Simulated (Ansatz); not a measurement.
## CsZnH3 (model cell, started as cubic perovskite with Zn in the octahedra): relaxing the cell for a phonon run

Wanted: the relaxed cell of CsZnH3 (model cell, started as cubic perovskite with Zn in the octahedra).

Main program and level: Ansatz 0.2.0; DFT r2SCAN, scalar-relativistic, plane waves, PAW; PAW set soft_1.

The structure was built from a prototype and need not be the compound's stable phase.

### Step 1. Starting point

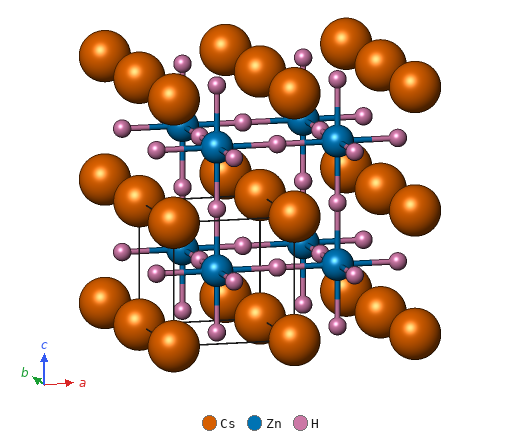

The starting structure, seen slightly off an axis (caesium orange, zinc blue, hydrogen pink). 2×2×2 cells are drawn. Some periodic images of atoms are drawn too.

As a file:

```cif
data_structure
_symmetry_space_group_name_H-M 'P 1'
_symmetry_Int_Tables_number 1
_cell_length_a 4.0964
_cell_length_b 4.0964
_cell_length_c 4.0964
_cell_angle_alpha 90.000
_cell_angle_beta 90.000
_cell_angle_gamma 90.000
_cell_volume 68.74
loop_
_atom_site_label
_atom_site_type_symbol
_atom_site_fract_x
_atom_site_fract_y
_atom_site_fract_z
_atom_site_occupancy
Cs1 Cs 0.00000 0.00000 0.00000 1
Zn2 Zn 0.50000 0.50000 0.50000 1
H3 H 0.50000 0.50000 0.00000 1
H4 H 0.50000 0.00000 0.50000 1
H5 H 0.00000 0.50000 0.50000 1
```

### Step 2. Probe on a coarse mesh

A quick single point on a coarse mesh tells whether the cell has a gap and how far it is from rest, which sets the k mesh and smearing that follow.

Input file input.yaml:

```yaml
crystal:
  lattice:
    - [4.0964, 0.0, 0.0]
    - [0.0, 4.0964, 0.0]
    - [0.0, 0.0, 4.0964]
  atoms:
    - { symbol: Cs, position: [0.0, 0.0, 0.0] }
    - { symbol: Zn, position: [0.5, 0.5, 0.5] }
    - { symbol: H, position: [0.5, 0.5, 0.0] }
    - { symbol: H, position: [0.5, 0.0, 0.5] }
    - { symbol: H, position: [0.0, 0.5, 0.5] }
kpoints:
  mp_grid: { grid: [4, 4, 4] }
hamiltonian:
  xc: r2scan
  pseudopotentials: { kind: paw, azcp: { folder: soft_1 } }
scf:
  occupations: { method: gaussian, width: 0.1 }
output:
  forces: true
  stress: true
  eigenvalues: true
```

Launch:

```console
ansatz run input.yaml --threads 4 --pin off --max-ram 16384MiB --backend cpu --events-out ev --progress --plain --runs-dir out
```

Numbers of over 12 decimals in the logs are rounded to 6 here.

Log:

```text
Engine: ansatz 0.2.0, aarch64-unknown-linux-gnu
Pseudopotentials: kind: paw
Pseudopotential: Cs, paw, valence charge 9, recommended cutoff 500 eV (meta_gga), soft_1/Cs.paw.azcp
Pseudopotential: Zn, paw, valence charge 12, recommended cutoff 500 eV (meta_gga), soft_1/Zn.paw.azcp
Pseudopotential: H, paw, valence charge 1, recommended cutoff 500 eV (meta_gga), soft_1/H.paw.azcp
Functional definition: r2SCAN
[...]
k-point 0: bands = [... 8 lower, -0.5894, -0.5894, 5.2714, 5.2714, 11.0470, 11.0470, 11.0470, 13.1955, ... 1 higher]
  k-point 1: bands = [... 8 lower, -0.5391, 0.5773, 4.3929, 5.5095, 10.3120, 10.3120, 11.1399, 11.5798, ... 1 higher]
  k-point 2: bands = [... 8 lower, -0.4830, 2.2803, 2.4186, 5.8080, 9.6816, 9.6816, 10.4449, 12.4643, ... 1 higher]
  k-point 9: bands = [... 8 lower, -0.4722, 2.4029, 2.4029, 2.4029, 4.7211, 14.8814, 14.8814, 14.8814, ... 1 higher]
[key lines of the parts left out:]
SCF converged after 8 iterations
Free energy (F): -9059.557229 eV
Fermi energy:    5.838459 eV
P = ⅓ Tr σ = -0.1798 GPa (-1.798 kbar)
```

Elapsed: 1.8 s, on 4 threads of Arm Neoverse V1, shared host; peak memory 0.45 GiB; 4.2 s of CPU time.

This step gave:

| Quantity | Value |
| --- | --- |
| pressure | -0.1798 GPa |
| volume per atom | 13.75 Å³ |
| gap on the k-mesh | 0 eV |

The coarse mesh shows no gap and a pressure of -0.2 GPa.

### Step 3. Bringing the structure to rest

Harmonic phonons are second derivatives at a point where the forces vanish, and they are wanted at zero stress, so atoms and cell are relaxed first.

input.yaml, as its differences from that of step 2:

```diff
@@ -12,3 +12,3 @@
 kpoints:
-  mp_grid: { grid: [4, 4, 4] }
+  mp_grid: { grid: [10, 10, 10] }
 hamiltonian:
@@ -22 +22,10 @@
   eigenvalues: true
+  write_density: true
+  write_potential: true
+  elf: true
+  volumetric_format: npy
+relax:
+  adjacent_minimum: "off"
+  f_tol: 0.005
+  max_steps: 80
+  cell: { stress_tol: 0.05 }
```

Log:

```text
[...]
Crystal: 5 atoms, lattice volume = 68.740 Å³
Basis set: ecut = 500 eV, 1743 PW (Γ), exchange–correlation on 120×120×120 points (64 copies of the dense FFT grid, shifted against one another)
Bands: 17, of which v1, the nominal top of the filled ones, is band 12 counted from 1 (11 counted from 0)
Symmetry: 48 space group operations
[...]
k-points: 56 of 1000
[...]
SCF iter   1: F=—  HF=-9061.080523 eV  |F-HF|=—  |Δ(HF+E_count)|=         —  Δρ=9.85e-2  dr2=6.17e0  dr2_τ=1.69e-2  ethr=3.10e-3  ⟨swp⟩=5.6  Hψ=5634  notcnv=0
[...]
SCF iter   8: F=-9059.538102 eV  HF=-9059.538102 eV  |F-HF|=1.01e-7  |Δ(HF+E_count)|=   7.95e-7  Δρ=1.15e-5  dr2=8.33e-8  dr2_τ=4.96e-10  ethr=4.17e-10  ⟨swp⟩=12.7  Hψ=8147  notcnv=0
SCF 1 converged in 8 iterations: F = -9059.538102 eV  dr2 = 8.33e-8
[...]
relax step   1: F+E_penalty+E_count = -9059.53810181 eV  Δ(F+E_penalty+E_count) = +0.000e0 eV  max|allowed force component| = 1.682e-28 eV/Å  Δτ_max = 0.0000 Å  P = -0.178 GPa  Ω = 68.740 Å³  (8 SCF iters, dr2 threshold 1.00e-7 eV, accepted)
Crystal: 5 atoms, lattice volume = 68.342 Å³
[...]
iter 1 solved again at ethr=4.76e-7 eV; its pass at ethr=3.10e-3 eV (dr2=1.14e-4 eV) is discarded
[...]
SCF iter   6: F=-9059.538311 eV  HF=-9059.538311 eV  |F-HF|=3.75e-10  |Δ(HF+E_count)|=   6.37e-9  Δρ=2.46e-6  dr2=4.24e-9  dr2_τ=5.18e-11  ethr=3.31e-10  ⟨swp⟩=8.0  Hψ=5323  notcnv=0
SCF 2 converged in 6 iterations: F = -9059.538311 eV  dr2 = 4.24e-9
relax step   2: F+E_penalty+E_count = -9059.53831137 eV  Δ(F+E_penalty+E_count) = -2.096e-4 eV  max|allowed force component| = 1.169e-29 eV/Å  Δτ_max = 0.0000 Å  P = +0.072 GPa  Ω = 68.342 Å³  energy of the carried Pulay correction = +7.600e-5 eV  (6 SCF iters, dr2 threshold 7.95e-8 eV, accepted)
Crystal: 5 atoms, lattice volume = 68.456 Å³
[...]
SCF iter   5: F=-9059.538315 eV  HF=-9059.538315 eV  |F-HF|=3.70e-9  |Δ(HF+E_count)|=   5.27e-9  Δρ=4.62e-6  dr2=8.84e-9  dr2_τ=1.13e-10  ethr=5.44e-11  ⟨swp⟩=7.1  Hψ=5121  notcnv=0
SCF 3 converged in 5 iterations: F = -9059.538315 eV  dr2 = 8.84e-9
relax step   3: F+E_penalty+E_count = -9059.53831502 eV  Δ(F+E_penalty+E_count) = -3.650e-6 eV  max|allowed force component| = 2.038e-29 eV/Å  Δτ_max = 0.0000 Å  P = -0.001 GPa  Ω = 68.456 Å³  energy of the carried Pulay correction = +5.414e-5 eV  (5 SCF iters, dr2 threshold 1.31e-8 eV, accepted)
[...]
SCF iter   4: F=-9059.538266 eV  HF=-9059.538266 eV  |F-HF|=6.55e-11  |Δ(HF+E_count)|=  1.26e-10  Δρ=2.72e-7  dr2=2.78e-11  dr2_τ=1.45e-12  ethr=1.00e-12  ⟨swp⟩=5.3  Hψ=5088  notcnv=0
SCF 4 converged in 4 iterations: F = -9059.538266 eV  dr2 = 2.78e-11
relax step   4: F+E_penalty+E_count = -9059.53826563 eV  Δ(F+E_penalty+E_count) = +4.939e-5 eV  max|allowed force component| = 6.738e-30 eV/Å  Δτ_max = 0.0000 Å  P = -0.001 GPa  Ω = 68.456 Å³  stress off target by 1.47e-3 GPa  SCF on the basis re-selected at this cell (its energy is not comparable with the rows above)  (4 SCF iters)
basis re-selected at this cell: Δ(F+E_penalty+E_count) = +4.939e-5 eV, ΔP = -0.001 GPa vs the last step (what re-selecting the basis moved, of the pressure what is left beyond the Pulay correction that the steps carried, after the strain that the cell walked since its last selection, with what the two solves' SCF thresholds leave and, on support functions, any second-order correction that the steps lacked; it is no m [...]
SCF converged after 4 iterations
Free energy (F): -9059.538266 eV
[...]
Internal energy: -9059.536530 eV  (E = F + TS)
E sigma→0 (E₀):  -9059.537398 eV
Entropy (-TS):   -0.001735 eV (-0.347 meV/atom)
Fermi energy:    5.603538 eV
[...]
--- Stress (GPa, compression-positive) ---
       -0.001467      -0.000000      -0.000000
       -0.000000      -0.001467       0.000000
       -0.000000       0.000000      -0.001467
  P = ⅓ Tr σ = -0.0015 GPa (-0.015 kbar)
--- Band table (eV; the first three rows and the last of 56) ---
  k-point 0: bands = [... 8 lower, -0.5460, -0.5460, 5.3129, 5.3129, 11.1017, 11.1017, 11.1017, 13.2483, ... 1 higher]
  k-point 1: bands = [... 8 lower, -0.5367, -0.2932, 5.1846, 5.3552, 10.9506, 10.9506, 10.9741, 12.8481, ... 1 higher]
  k-point 2: bands = [... 8 lower, -0.5112, 0.3041, 4.7594, 5.4732, 10.5761, 10.5761, 11.0112, 12.0371, ... 1 higher]
  k-point 55: bands = [... 8 lower, -0.4268, 2.4302, 2.4302, 2.4302, 4.7659, 14.9541, 14.9541, 14.9541, ... 1 higher]
--- Relaxed structure (3 steps of the walk, 3 accepted, 1 SCFs on fresh bases) ---
  F+E_penalty+E_count = -9059.53826563 eV   max|allowed force component| = 6.738e-30 eV/Å   (the final SCF, on the basis selected at the relaxed cell)
  cell:  # Å, volume = 68.4560 Å³
    - [4.090758, 0, 0]
    - [0, 4.090758, 0]
    - [0, 0, 4.090758]
  atoms:
    - { symbol: Cs, position: [0, 0, 0] }
    - { symbol: Zn, position: [0.5, 0.5, 0.5] }
    - { symbol: H, position: [0.5, 0.5, 0] }
    - { symbol: H, position: [0.5, 0, 0.5] }
    - { symbol: H, position: [0, 0.5, 0.5] }
```

Elapsed: 11 s, on 4 threads; peak memory 0.55 GiB; 42 s of CPU time.

Relaxation path:

| step | energy less that of the first step (eV) | largest force component (eV/Å) | pressure (GPa) | volume (Å³) |
| --- | --- | --- | --- | --- |
| 1 | 0.0000 | 0.0000 | -0.18 | 68.74 |
| 2 | -0.0002 | 0.0000 | 0.07 | 68.34 |
| 3 | -0.0002 | 0.0000 | 0.00 | 68.46 |
| 4* | -0.0002 | 0.0000 | 0.00 | 68.46 |

Relaxation steps marked * repeat the geometry before them on a plane-wave basis chosen anew for their cell, so energy and pressure can jump there.

The run keeps the 48 symmetry operations that it works with, so distortions that break them were not tested.

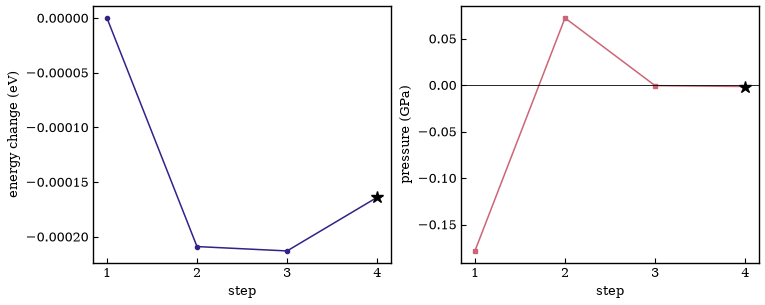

Energy and pressure along the relaxation. Stars mark steps on a basis chosen anew.

| conventional cell, symmetrised | before | after | change |
| --- | --- | --- | --- |
| a (Å) | 4.096 | 4.091 | -0.1 % |
| b (Å) | 4.096 | 4.091 | -0.1 % |
| c (Å) | 4.096 | 4.091 | -0.1 % |
| volume (Å³/atom) | 13.75 | 13.69 | -0.4 % |

Final coordinates:

```cif
data_structure
_symmetry_space_group_name_H-M 'P 1'
_symmetry_Int_Tables_number 1
_cell_length_a 4.0908
_cell_length_b 4.0908
_cell_length_c 4.0908
_cell_angle_alpha 90.000
_cell_angle_beta 90.000
_cell_angle_gamma 90.000
_cell_volume 68.46
loop_
_atom_site_label
_atom_site_type_symbol
_atom_site_fract_x
_atom_site_fract_y
_atom_site_fract_z
_atom_site_occupancy
Cs1 Cs 0.00000 0.00000 0.00000 1
Zn2 Zn 0.50000 0.50000 0.50000 1
H3 H 0.50000 0.50000 0.00000 1
H4 H 0.50000 0.00000 0.50000 1
H5 H 0.00000 0.50000 0.50000 1
```

Numbers from this step:

```
pressure        : -0.001467 GPa
volume per atom : 13.69 Å³
```

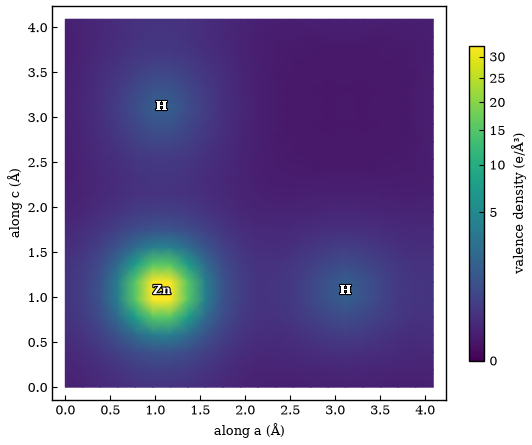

Valence density in the ac plane at fractional y = 0.500, with atoms of Zn and H within 0.2 Å of it. It is the smooth field of the valence electrons, not physical close to the nuclei. The map starts off the cell's origin, so that atoms lie inside it. The colour scale is stretched toward low values.

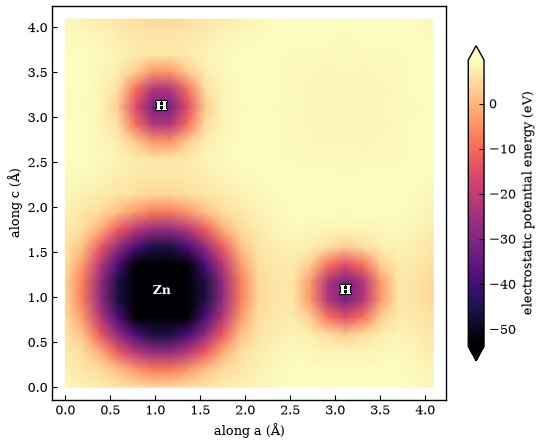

Electrostatic potential energy in the ac plane at fractional y = 0.500, with atoms of Zn and H within 0.2 Å of it. With pseudopotentials it is smooth inside the atoms' cores, unlike the true potential. The map starts off the cell's origin, so that atoms lie inside it.

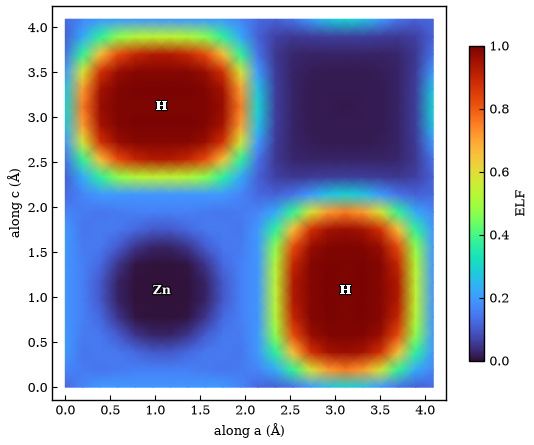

ELF in the ac plane at fractional y = 0.500, with atoms of Zn and H within 0.2 Å of it. It is the smooth field of the valence electrons, not physical close to the nuclei. The map starts off the cell's origin, so that atoms lie inside it.

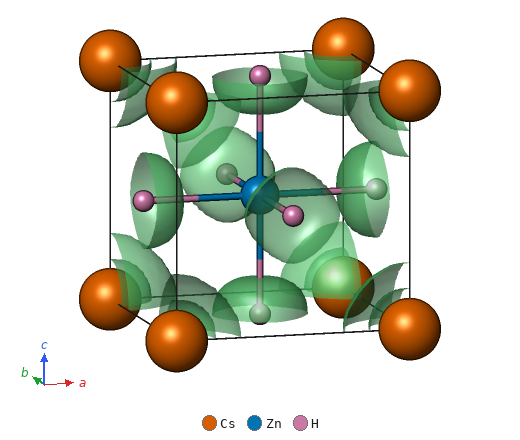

Surface of ELF = 0.85.

In this step the volume went from 13.75 to 13.69 Å³/atom.

### Step 4. Relaxing to small forces for the phonons

Phonons need a cell at rest on their own settings, so the relaxation is repeated with tight tolerances on forces and stress, using the mesh and the filling of the phonon run that follows.

Input file input.yaml:

```yaml
crystal:
  lattice:
    - [4.0907575584, 0.0, 0.0]
    - [0.0, 4.0907575584, 0.0]
    - [0.0, 0.0, 4.0907575584]
  atoms:
    - { symbol: Cs, position: [0.0, 0.0, 0.0] }
    - { symbol: Zn, position: [0.5, 0.5, 0.5] }
    - { symbol: H, position: [0.5, 0.5, 0.0] }
    - { symbol: H, position: [0.5, 0.0, 0.5] }
    - { symbol: H, position: [0.0, 0.5, 0.5] }
kpoints:
  mp_grid: { grid: [12, 12, 12] }
hamiltonian:
  xc: r2scan
  pseudopotentials: { kind: paw, azcp: { folder: soft_1 } }
scf:
  occupations: { method: methfessel_paxton, width: 0.2 }
output:
  forces: true
  stress: true
  eigenvalues: true
relax:
  adjacent_minimum: "off"
  f_tol: 0.001
  max_steps: 60
  cell: { stress_tol: 0.01 }
```

Log:

```text
[...]
Crystal: 5 atoms, lattice volume = 68.456 Å³
Basis set: ecut = 500 eV, 1743 PW (Γ), exchange–correlation on 120×120×120 points (64 copies of the dense FFT grid, shifted against one another)
Bands: 17, of which v1, the nominal top of the filled ones, is band 12 counted from 1 (11 counted from 0)
Symmetry: 48 space group operations
[...]
k-points: 84 of 1728
[...]
--- Relaxed structure (1 steps of the walk, 1 accepted, 1 SCFs on fresh bases) ---
[...]
cell:  # Å, volume = 68.4560 Å³
    - [4.0907575584, 0.0, 0.0]
    - [0.0, 4.0907575584, 0.0]
    - [0.0, 0.0, 4.0907575584]
  atoms:
    - { symbol: Cs, position: [0.0, 0.0, 0.0] }
    - { symbol: Zn, position: [0.5, 0.5, 0.5] }
    - { symbol: H, position: [0.5, 0.5, 0.0] }
    - { symbol: H, position: [0.5, 0.0, 0.5] }
    - { symbol: H, position: [0.0, 0.5, 0.5] }
[key lines of the parts left out:]
SCF converged after 5 iterations
Free energy (F): -9059.537306 eV
Fermi energy:    5.635039 eV
P = ⅓ Tr σ = -0.0082 GPa (-0.082 kbar)
```

Elapsed: 9.3 s, on 4 threads; peak memory 0.57 GiB; 35 s of CPU time.

Little changed from the start: no atom moved by 0.005 Å and no cell edge by 0.1 %.

Numbers from this step:

| Item | Value |
| --- | --- |
| pressure | -0.008250 GPa |

The forces vanish by symmetry and the pressure is -0.008 GPa, within the tolerances set. The cell now holds 13.69 Å³/atom.

### Step 5. Results

- space group after relaxation (within 0.01 Å): Pm-3m
- lattice constant a: 4.091 Å
- lattice constant b: 4.091 Å
- lattice constant c: 4.091 Å
- volume per atom: 13.7 Å³

What this shows: The forces vanish by symmetry and the pressure is -0.008 GPa, within the tolerances set. The cell now holds 13.69 Å³/atom. The relaxation keeps the symmetry of its start, so it says nothing on stability against lower symmetry. Spin-orbit coupling is left out, which can matter for the heavy elements here. The starting cell was built on a prototype and not taken from a measurement, so the phase need not exist.

[Logs are printed without paths, hosts, clocks, repeated set-up lines and the standing remarks that a program may print on its own settings, such as how far it seeks lower states.]

[Hosts, paths, dates, database ids (printed as entryN), source tags and the programs' standing remarks are cut or masked in the printed files.]
